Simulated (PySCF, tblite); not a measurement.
# C₃H₉FOSi: a rotation path, then NMR shifts on frames

How do NMR shifts of C₃H₉FOSi (`C[C@@H](CF)O[SiH3]`) change as the atoms move?

Programs: tblite 0.8.0 and PySCF 2.14.0, with density-fitted response routines of our own. Each step states its level of theory. These are calculated values for one molecule in the gas phase, unless marked as measured. Atoms are numbered from 0 throughout.

## (1) Starting geometry

15 atoms, charge 0, multiplicity 1; geometry from: GFN2-xTB.

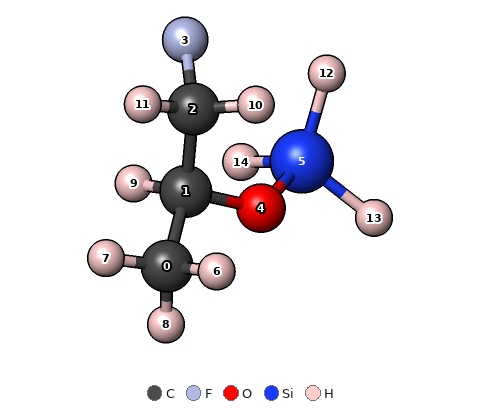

As it starts; carbon dark grey, fluorine light blue, oxygen red, silicon blue, hydrogen pink, atoms numbered; sticks join atoms by distance.

## (2) A band between two rotamers with GFN2-xTB

Job settings and geometry (Å):

```
{"job": {"kind": "neb", "xc": "GFN2-xTB", "basis": "xTB", "atoms": [3, 2, 1, 4], "turn": 120}, "charge": 0, "multiplicity": 1}
C     -1.180928    -1.521946     0.139192
C     -0.365435    -0.273008    -0.184689
C     -1.132964     0.986221     0.220596
F     -0.609102     2.089830    -0.404682
O      0.851597    -0.349406     0.492587
Si     2.208021     0.525632     0.310416
H     -1.420997    -1.541229     1.199261
H     -2.100178    -1.541799    -0.439285
H     -0.593069    -2.404388    -0.097584
H     -0.179246    -0.219193    -1.267440
H     -1.046723     1.156356     1.297523
H     -2.183029     0.921752    -0.078364
H      2.027593     1.931967     0.668453
H      3.041591    -0.201807     1.255260
H      2.678455     0.449009    -1.075607
```

With the program's defaults for keys left out, this is: GFN2-xTB climbing-image nudged elastic band, gas phase.

Launch:

```console
$ OMP_NUM_THREADS=1 python probes_run.py task.json out
```

One launch serves the whole session: the jobs run in the order shown.

Standard output:

```text
image   E - E0 / eV
  0       0.0000
  1       0.0115
  2       0.0340
  3       0.0535
  4       0.0605
  5       0.0520
  6       0.0328
  7       0.0129
  8       0.0016
```

Run time: 2.1 s. Hardware: 1 thread of AMD EPYC 7B13, shared host; peak memory 0.18 GiB.

The final band, with the dihedral F3–C2–C1–O4:

```csv
image,dihedral (°),energy (eV),energy (kcal/mol)
0,77,0.000,0.0
1,89,0.011,0.3
2,101,0.034,0.8
3,113,0.053,1.2
4,126,0.060,1.4
5,138,0.052,1.2
6,150,0.033,0.8
7,163,0.013,0.3
8,175,0.002,0.0
```

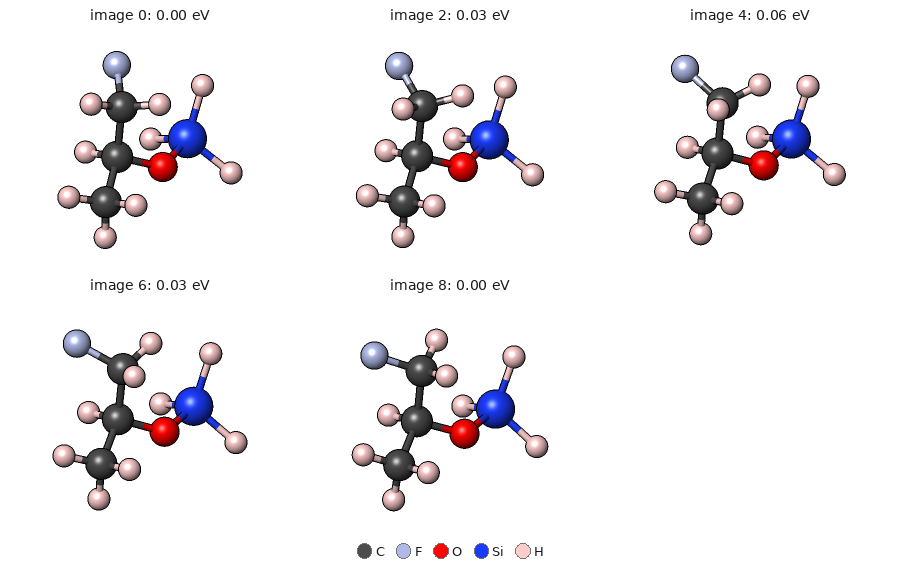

Images along the band.

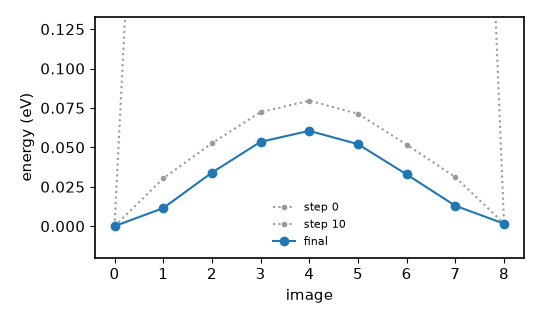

Energy along the band, early and final.

## (3) Shielding tensors: image 0, PBE0/pcSseg-1

Job settings and geometry (Å):

```
{"job": {"kind": "nmr", "xc": "PBE0", "basis": "pcSseg-1", "pop": false}, "charge": 0, "multiplicity": 1}
C     -1.180900    -1.521900     0.139200
C     -0.365400    -0.273000    -0.184700
C     -1.133000     0.986200     0.220600
F     -0.609100     2.089800    -0.404700
O      0.851600    -0.349400     0.492600
Si     2.208000     0.525600     0.310400
H     -1.421000    -1.541200     1.199300
H     -2.100200    -1.541800    -0.439300
H     -0.593100    -2.404400    -0.097600
H     -0.179200    -0.219200    -1.267400
H     -1.046700     1.156400     1.297500
H     -2.183000     0.921800    -0.078400
H      2.027600     1.932000     0.668500
H      3.041600    -0.201800     1.255300
H      2.678500     0.449000    -1.075600
```

Level: GIAO PBE0/pcSseg-1 NMR shielding, non-relativistic, gas phase.

Standard output:

```text
coarse grid: 12640 points
cycle   1  E = -583.6628197390  dE =  5.581e-01  |g| = 7.793e-01  |ddm| = 3.231e+00
cycle   2  E = -583.5160011764  dE =  1.468e-01  |g| = 1.202e+00  |ddm| = 1.535e+00
cycle   3  E = -583.7667844478  dE = -2.508e-01  |g| = 9.926e-02  |ddm| = 1.067e+00
cycle   4  E = -583.7683435799  dE = -1.559e-03  |g| = 4.615e-02  |ddm| = 1.006e-01
cycle   5  E = -583.7687137542  dE = -3.702e-04  |g| = 9.121e-03  |ddm| = 3.393e-02
cycle   6  E = -583.7687246176  dE = -1.086e-05  |g| = 3.513e-03  |ddm| = 7.750e-03
cycle   7  E = -583.7687270755  dE = -2.458e-06  |g| = 3.024e-04  |ddm| = 2.572e-03
final grid: 116712 points
cycle   8  E = -583.8215625478  dE = -3.089e-05  |g| = 9.961e-03  |ddm| = 2.132e-02
cycle   9  E = -583.8215444364  dE =  1.811e-05  |g| = 1.430e-02  |ddm| = 1.523e-02
cycle  10  E = -583.8215815102  dE = -3.707e-05  |g| = 1.169e-03  |ddm| = 9.280e-03
cycle  11  E = -583.8215817870  dE = -2.768e-07  |g| = 2.116e-04  |ddm| = 1.144e-03
cycle  12  E = -583.8215817953  dE = -8.249e-09  |g| = 9.028e-05  |ddm| = 2.393e-04
cycle  13  E = -583.8215817965  dE = -1.240e-09  |g| = 2.426e-05  |ddm| = 7.439e-05
cycle  14  E = -583.8215817966  dE = -9.459e-11  |g| = 4.575e-06  |ddm| = 2.234e-05
converged SCF energy = -583.8215817966

GIAO shielding tensors (ppm)
atom      isotropic    diamagn.    paramagn.     s11        s22        s33       span
  0 C      165.990     247.493     -81.503    144.215    165.432    188.323     44.107
  1 C      111.583     243.259    -131.675     93.448    104.814    136.488     43.040
  2 C       92.550     244.074    -151.524     58.090     81.259    138.300     80.209
  3 F      409.686     473.795     -64.109    374.418    387.378    467.263     92.845
  4 O      296.745     398.178    -101.433    234.780    316.470    338.985    104.205
  5 Si     385.691     880.443    -494.752    344.868    346.009    466.195    121.328
  6 H       30.597      29.763       0.834     27.269     28.911     35.610      8.341
  7 H       30.910      29.392       1.519     26.607     28.435     37.689     11.082
  8 H       30.266      29.455       0.811     26.290     28.366     36.142      9.852
  9 H       27.649      31.683      -4.034     24.724     26.944     31.279      6.555
 10 H       27.000      29.973      -2.973     23.575     27.461     29.965      6.391
 11 H       27.077      29.551      -2.474     22.106     29.014     30.110      8.004
 12 H       26.613      29.815      -3.202     22.833     25.754     31.252      8.419
 13 H       26.854      29.686      -2.831     22.949     25.208     32.407      9.458
 14 H       26.754      29.831      -3.076     23.751     24.842     31.670      7.919
```

Wall time 19 s (1 thread of AMD EPYC 7B13, shared host); peak memory 0.73 GiB.

Shifts follow as δ = σ(reference) − σ, with reference shieldings (ppm) from runs at the same level and on the same kind of geometry: ¹H TMS 31.72, ¹³C TMS 186.9, ²⁹Si TMS 349.2, ¹⁹F CFCl3 170.9, ¹⁷O H2O 336.1. The references are single molecules in the gas phase, so shifts against H2O, NH3, PH3, H3PO4 or CFCl3 are not on the usual liquid scales and can be off by tens of ppm. Each atom is listed at this fixed geometry, with no averaging over motion; a spectrum would average atoms that exchange fast.

```
atoms                         environment  σ (ppm)  δ (ppm)
   C2                 sp3 CH2 bonded to F     92.5     94.4
   C1                  sp3 CH bonded to O    111.6     75.3
   C0                       methyl carbon    166.0     20.9
  H12   hydrogen on a silicon bonded to O    26.61     5.10
  H14   hydrogen on a silicon bonded to O    26.75     4.96
  H13   hydrogen on a silicon bonded to O    26.85     4.86
  H10  hydrogen on an sp3 CH2 bonded to F    27.00     4.72
  H11  hydrogen on an sp3 CH2 bonded to F    27.08     4.64
   H9   hydrogen on an sp3 CH bonded to O    27.65     4.07
   H8         hydrogen on a methyl carbon    30.27     1.45
   H6         hydrogen on a methyl carbon    30.60     1.12
   H7         hydrogen on a methyl carbon    30.91     0.81
   F3           fluorine on an sp3 carbon    409.7   -238.7
   O4              oxygen bonded to C, Si    296.7     39.3
  Si5            silicon bonded to O, 3 H    385.7    -36.5
```

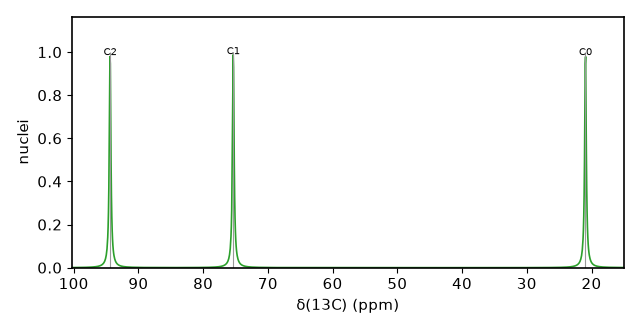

¹³C lines at the computed shifts, without couplings. Lines are broadened to a width of 0.29 ppm (Lorentzian).

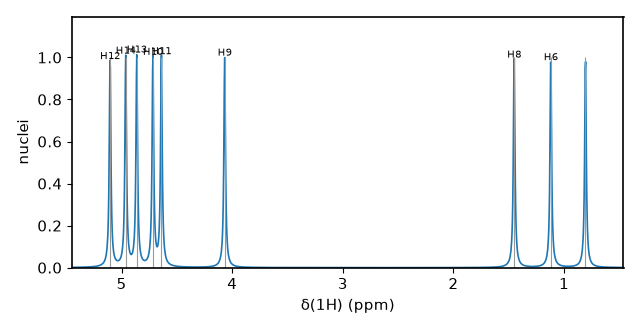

¹H lines at the computed shifts, without couplings. Lines are broadened to a width of 0.02 ppm (Lorentzian).

Orbitals, density, ELF and potential are computed afterwards from the orbital file.

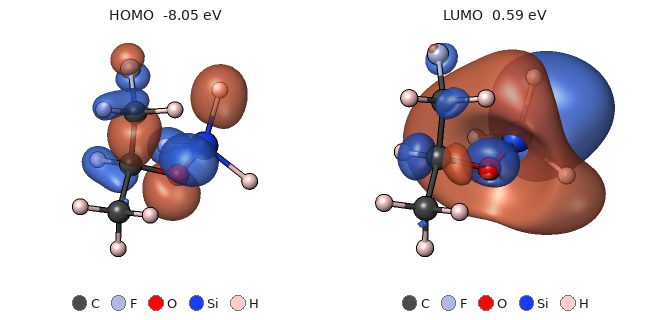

Frontier orbitals at PBE0/pcSseg-1; each surface holds 70 % of the orbital's density, blue and red mark the sign.

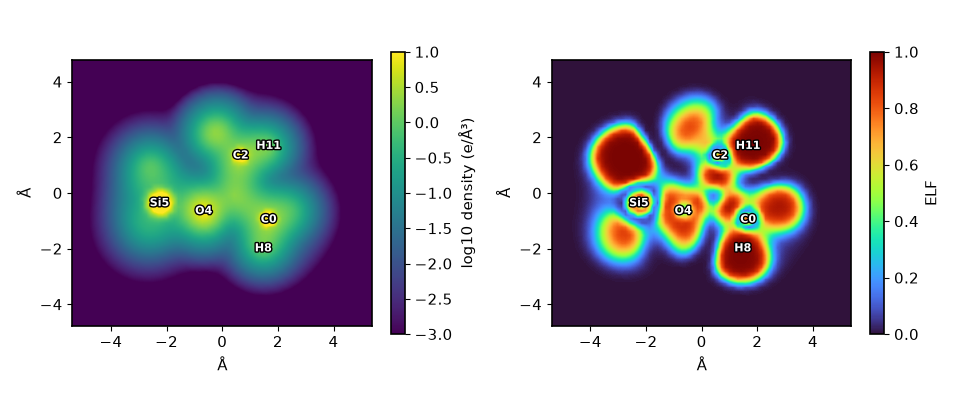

Density (left) and ELF (right) in a plane through or near 6 of the atoms.

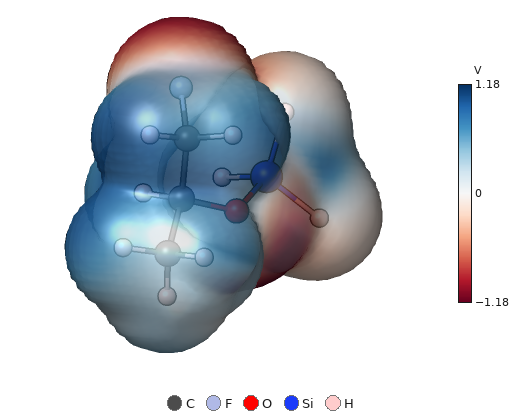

Electrostatic potential on the surface of density 0.002 e/bohr³; red is low, blue high. It runs from -1.06 V near O4 to 1.18 V near H14.

## (4) Shielding tensors: image 2, PBE0/pcSseg-1

Job settings and geometry (Å):

```
{"job": {"kind": "nmr", "xc": "PBE0", "basis": "pcSseg-1", "pop": false}, "charge": 0, "multiplicity": 1}
C     -1.182900    -1.516500     0.091900
C     -0.362700    -0.259800    -0.191400
C     -1.126900     1.005700     0.223600
F     -0.975300     1.995600    -0.715300
O      0.848400    -0.359900     0.496600
Si     2.221400     0.493800     0.362200
H     -1.427700    -1.565700     1.150100
H     -2.099000    -1.513900    -0.492500
H     -0.601700    -2.396600    -0.169000
H     -0.161400    -0.186900    -1.269700
H     -0.731400     1.397400     1.164700
H     -2.200900     0.818900     0.311000
H      2.033500     1.892200     0.754000
H      3.013300    -0.255200     1.324200
H      2.748800     0.458800    -1.004700
```

Method: GIAO PBE0/pcSseg-1 NMR shielding, non-relativistic, gas phase.

Standard output:

```text
coarse grid: 12640 points
cycle   1  E = -583.6579507122  dE =  5.528e-01  |g| = 7.840e-01  |ddm| = 3.226e+00
cycle   2  E = -583.5107025368  dE =  1.472e-01  |g| = 1.206e+00  |ddm| = 1.526e+00
cycle   3  E = -583.7629827210  dE = -2.523e-01  |g| = 9.947e-02  |ddm| = 1.060e+00
cycle   4  E = -583.7645322737  dE = -1.550e-03  |g| = 4.700e-02  |ddm| = 1.015e-01
cycle   5  E = -583.7649134753  dE = -3.812e-04  |g| = 9.189e-03  |ddm| = 3.452e-02
cycle   6  E = -583.7649246942  dE = -1.122e-05  |g| = 3.498e-03  |ddm| = 7.686e-03
cycle   7  E = -583.7649271637  dE = -2.470e-06  |g| = 2.890e-04  |ddm| = 2.524e-03
final grid: 116712 points
cycle   8  E = -583.8173215106  dE = -2.952e-05  |g| = 9.899e-03  |ddm| = 2.207e-02
cycle   9  E = -583.8173037242  dE =  1.779e-05  |g| = 1.416e-02  |ddm| = 1.504e-02
cycle  10  E = -583.8173402360  dE = -3.651e-05  |g| = 1.183e-03  |ddm| = 9.241e-03
cycle  11  E = -583.8173405197  dE = -2.836e-07  |g| = 1.992e-04  |ddm| = 1.134e-03
cycle  12  E = -583.8173405269  dE = -7.243e-09  |g| = 9.072e-05  |ddm| = 2.316e-04
cycle  13  E = -583.8173405282  dE = -1.257e-09  |g| = 2.309e-05  |ddm| = 7.104e-05
cycle  14  E = -583.8173405283  dE = -8.561e-11  |g| = 4.399e-06  |ddm| = 2.143e-05
converged SCF energy = -583.8173405283

GIAO shielding tensors (ppm)
atom      isotropic    diamagn.    paramagn.     s11        s22        s33       span
  0 C      162.957     247.219     -84.261    138.680    165.352    184.840     46.160
  1 C      109.618     243.138    -133.519     93.838     99.743    135.274     41.436
  2 C       91.303     244.309    -153.007     59.540     80.454    133.915     74.375
  3 F      407.420     473.034     -65.613    365.187    376.248    480.825    115.638
  4 O      294.976     398.095    -103.119    236.577    310.479    337.871    101.294
  5 Si     389.279     880.416    -491.136    343.066    356.703    468.069    125.003
  6 H       30.424      29.778       0.645     27.345     28.702     35.224      7.879
  7 H       30.701      29.401       1.300     26.657     28.316     37.131     10.473
  8 H       30.300      29.432       0.867     26.243     28.463     36.192      9.949
  9 H       27.582      31.629      -4.047     24.922     27.136     30.687      5.765
 10 H       26.816      30.310      -3.494     24.371     27.506     28.572      4.201
 11 H       27.054      29.540      -2.486     22.542     28.775     29.845      7.302
 12 H       26.628      29.817      -3.189     23.183     25.409     31.293      8.109
 13 H       26.868      29.632      -2.764     22.942     25.250     32.413      9.471
 14 H       26.741      29.688      -2.947     23.753     24.843     31.627      7.874
```

It took 13 s on 1 thread of AMD EPYC 7B13, shared host; peak memory 0.75 GiB.

In short: δ C2 95.6, C1 77.3, C0 24.0, F3 -236.5, H12 5.09, H14 4.98 ppm.

(Part 1 of 2 ends here.)
